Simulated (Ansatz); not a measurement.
# Σ3 (111) boundary in fcc Ir, starting shift (0, 0.5): structure and resistance, part 3 of 3

Aim: the relaxed structure and the specific resistance of the Σ3 (111) boundary in fcc Ir, starting shift (0, 0.5).

Ansatz 0.2.0; Ansatz plane-wave DFT, PBE, PAW files; relaxation of a bicrystal slab with its lowest layers held; PAW set soft_1 (the session's first sound run).

So far. Step 3 (Transmission across the boundary): Over the solved energies the transmission per spin lies between 1.25 and 1.38, out of 1.54 channels of the lead on average (up to 1.59). Step 4 (Specific resistance): Averaged over the energies near the Fermi level, 86.2 % of the channels pass, which makes 0.0854 fΩ m².

## (5) Single-crystal slab for reference (continued)

Level of this step: Ansatz plane-wave DFT, PBE, PAW files; relaxation of a single-crystal slab with its lowest layers held; PAW set soft_1 (Ansatz).

Relaxation path:

```
step  energy less that of the first step (eV)  largest force component (eV/Å)
   1                                   0.0000                          0.3554
   2                                  -0.0125                          0.3825
   3                                  -0.0281                          0.0265
   4                                  -0.0281                          0.0264
```

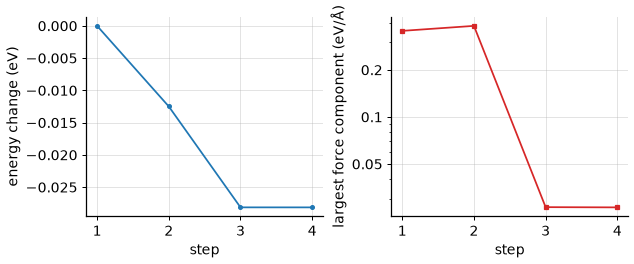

Energy and largest force along the relaxation.

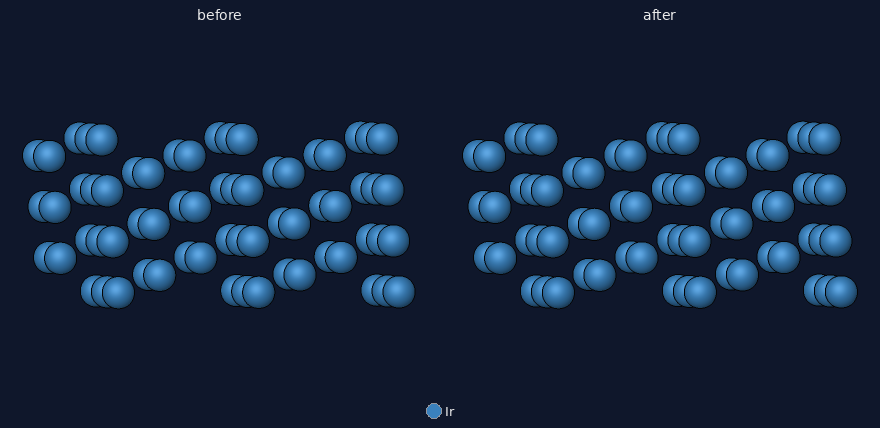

Before and after, at one scale.

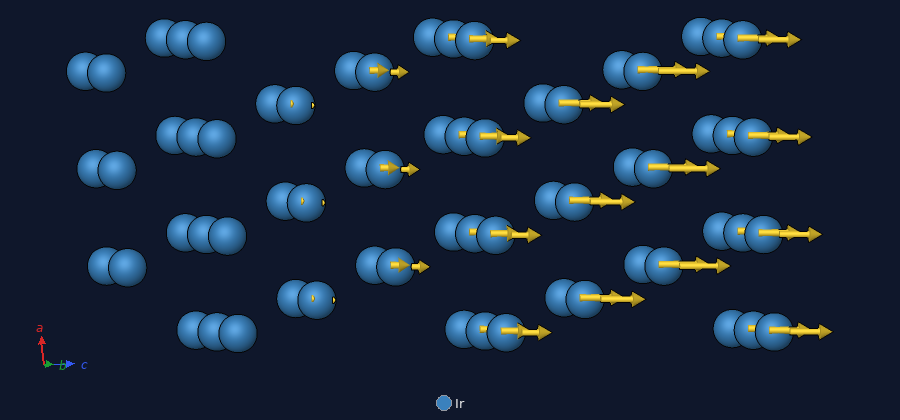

Displacements in the relaxation, exaggerated; the longest in the cell stands for 0.13 Å. 3×2×1 cells are drawn. Some periodic images of atoms are drawn too.

The atoms that moved most (Å):

```
atom     dx     dy     dz  length
 Ir7  0.000  0.000  0.131   0.131
 Ir6  0.000  0.000  0.116   0.116
 Ir8  0.000  0.000  0.110   0.110
 Ir5  0.000  0.000  0.079   0.079
 Ir4  0.000  0.000  0.050   0.050
 Ir3  0.000  0.000  0.010   0.010
```

The relaxed structure:

```cif
data_structure
_symmetry_space_group_name_H-M 'P 1'
_symmetry_Int_Tables_number 1
_cell_length_a 2.7149
_cell_length_b 2.7149
_cell_length_c 26.5168
_cell_angle_alpha 90.000
_cell_angle_beta 90.000
_cell_angle_gamma 120.000
_cell_volume 169.26
loop_
_atom_site_label
_atom_site_type_symbol
_atom_site_fract_x
_atom_site_fract_y
_atom_site_fract_z
_atom_site_occupancy
Ir1 Ir 0.66667 0.33333 0.18856 1
Ir2 Ir 0.00000 0.00000 0.27216 1
Ir3 Ir 0.33333 0.66667 0.35613 1
Ir4 Ir 0.66667 0.33333 0.44122 1
Ir5 Ir 0.00000 0.00000 0.52591 1
Ir6 Ir 0.33333 0.66667 0.61090 1
Ir7 Ir 0.66667 0.33333 0.69508 1
Ir8 Ir 0.00000 0.00000 0.77789 1
```

This step gave:

| Item | Value |
| --- | --- |
| free energy | -95493.0112 eV |
| energy at zero smearing | -95492.8784 eV |
| Fermi energy | 15.41 eV |

The largest force component on a free atom ends at 0.026 eV/Å, under the tolerance of 0.03, after 4 steps.

## (6) Bulk reference

This step: Ansatz plane-wave DFT, PBE, PAW files; bulk reference; PAW set soft_1 (Ansatz 0.2.0).

System of this step: Ir. The structure is cubic, space group Fm-3m (No. 225). The conventional cell has a = 3.839 Å, b = 3.839 Å, c = 3.839 Å, α = 90.00°, β = 90.00°, γ = 90.00°. Nearest to Ir lie 12 Ir at 2.71 Å.

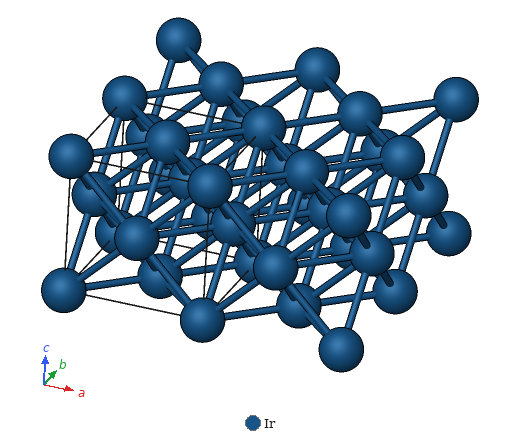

The cell of this step (iridium blue). 2×2×1 conventional cells are drawn. Some periodic images of atoms are drawn too.

input.yaml reads:

```yaml
crystal:
  lattice:
    - [0.0, 1.9197, 1.9197]
    - [1.9197, 0.0, 1.9197]
    - [1.9197, 1.9197, 0.0]
  atoms:
    - { symbol: Ir, position: [0.0, 0.0, 0.0] }
kpoints:
  mp_grid: { grid: [19, 19, 19] }
hamiltonian:
  xc: pbe
  pseudopotentials: { kind: paw, azcp: { folder: soft_1 } }
scf:
  occupations: { method: fermi_dirac, width: 0.1 }
```

On the command line:

```
$ ansatz run input.yaml --threads 4 --pin off --max-ram 15360MiB --backend cpu --events-out ev --progress --plain --runs-dir out
```

Numbers of over 12 decimals in the logs are rounded to 6 here.

The log of the run:

```text
[...]
Crystal: 1 atoms, lattice volume = 14.149 Å³
Basis set: ecut = 420 eV, 283 PW (Γ)
Bands: 13, of which v1, the nominal top of the filled ones, is band 9 counted from 1 (8 counted from 0)
Symmetry: 48 space group operations
[...]
k-points: 220 of 6859
[...]
SCF iter   1: F=—  HF=-11936.912931 eV  |F-HF|=—  |Δ(HF+E_count)|=         —  Δρ=4.86e-2  dr2=2.40e-1  ethr=3.10e-3  ⟨swp⟩=5.0  Hψ=14666  notcnv=0
[...]
SCF iter   6: F=-11936.835594 eV  HF=-11936.835594 eV  |F-HF|=8.00e-11  |Δ(HF+E_count)|=   2.50e-8  Δρ=2.12e-6  dr2=1.81e-10  ethr=5.79e-10  ⟨swp⟩=1.0  Hψ=8318  notcnv=0
SCF 1 converged in 6 iterations: F = -11936.835594 eV  dr2 = 1.81e-10
[...]
SCF converged after 6 iterations
Free energy (F): -11936.835594 eV
[...]
Internal energy: -11936.800931 eV  (E = F + TS)
E sigma→0 (E₀):  -11936.818263 eV
Entropy (-TS):   -0.034663 eV (-34.663 meV/atom)
Fermi energy:    25.781889 eV
[...]
```

The job ended after 0.62 s (4 threads of Arm Neoverse V1, shared host; peak memory 0.28 GiB).

This step gave:

| Item | Value |
| --- | --- |
| free energy | -11936.8356 eV |
| energy at zero smearing | -11936.8183 eV |
| Fermi energy | 25.78 eV |

## (7) Boundary energy

This step: Ansatz plane-wave DFT, PBE, PAW files; bicrystal less single-crystal slab less bulk atoms, a boundary area; PAW set soft_1 (Ansatz 0.2.0).

Numbers from this step:

- excess energy of the cell: 0.05647 eV
- boundary energy: 0.1418 J/m²

The boundary costs 0.14 J/m².

By hand: 0.0565 eV / 6.383 Å² × 16.02 = 0.142 J/m².

## (8) Outcome

| Quantity | Value |
| --- | --- |
| specific resistance of the boundary | 0.0854 fΩ m² |
| share of channels that pass | 0.862 |
| boundary energy | 0.142 J/m² |

The boundary has a specific resistance of 0.085 fΩ m² and an energy of 0.14 J/m². The boundary reflects 14 % of the channels; 0.085 fΩ m² is 0.85×10⁻¹² Ω·cm². In the relaxation the upper grain slid sideways by about 0.8 Å, so the result belongs to the position that it found, not to the starting one. For this plane that is the coherent twin. Spin-orbit coupling is left out, which matters for Ir.

[Logs are printed without paths, hosts, clocks, repeated set-up lines and the standing remarks that a program may print on its own settings, such as how far it seeks lower states.]

[Hosts, paths, dates, database ids (printed as entryN), source tags and the programs' standing remarks are cut or masked in the printed files.]
